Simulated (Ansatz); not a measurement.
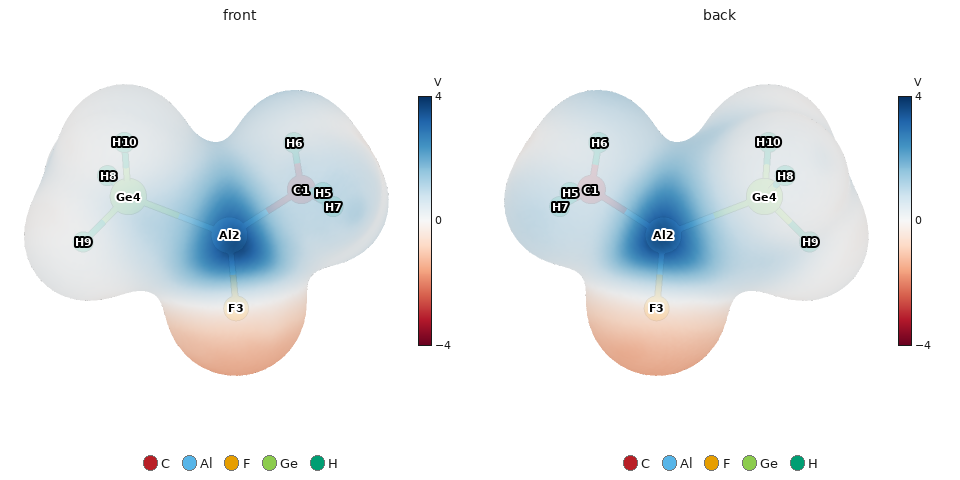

*CH$_{6}$AlFGe (SMILES [CH3][Al]([F])[GeH3]). The molecular electrostatic potential painted on the density surface at 0.002 e/bohr³, seen from the front and from behind; the colour scale runs from red (negative) to blue (positive).*

Geometry: PBE0-D3(BJ)/def2-SVP.

All numbers below come from isolated molecule in a Gaussian basis; Kohn-Sham density functional theory, functional PBE0 (Ansatz).

Input file:

```
crystal:
  periodic: [false, false, false]
  atoms:
    - {symbol: C, position_ang: [0.024489, -0.737882, 2.129675]}
    - {symbol: Al, position_ang: [-1.749208, -0.547972, 1.358373]}
    - {symbol: F, position_ang: [-2.936824, -1.590695, 1.910659]}
    - {symbol: Ge, position_ang: [-2.438756, 1.082987, -0.359344]}
    - {symbol: H, position_ang: [0.037872, -0.317964, 3.150693]}
    - {symbol: H, position_ang: [0.801110, -0.216147, 1.548860]}
    - {symbol: H, position_ang: [0.308866, -1.799142, 2.218918]}
    - {symbol: H, position_ang: [-2.038227, 0.600049, -1.771406]}
    - {symbol: H, position_ang: [-3.957982, 1.339096, -0.382228]}
    - {symbol: H, position_ang: [-1.740063, 2.445280, -0.156434]}
basis:
  gaussian:
    orbitals: def2-TZVPD
hamiltonian:
  xc: pbe0
output:
  forces: true
  orbitals: {seedname: orbitals}
```

Launched as:

```sh
ansatz run input.yaml --threads 2 --pin off --max-ram 4350MiB --events-out events.jsonl --progress --plain --runs-dir runs
```

Which sites attract a positive test charge, and which a negative one?

Answer. A positive charge is drawn to the negative regions and a negative charge to the positive ones. The most negative region (about −1.4 V) lies over F3, the most positive (about +3.6 V) over Al2.

How polar is the molecule by this calculation?

Answer. Its dipole moment is 1.80 D.
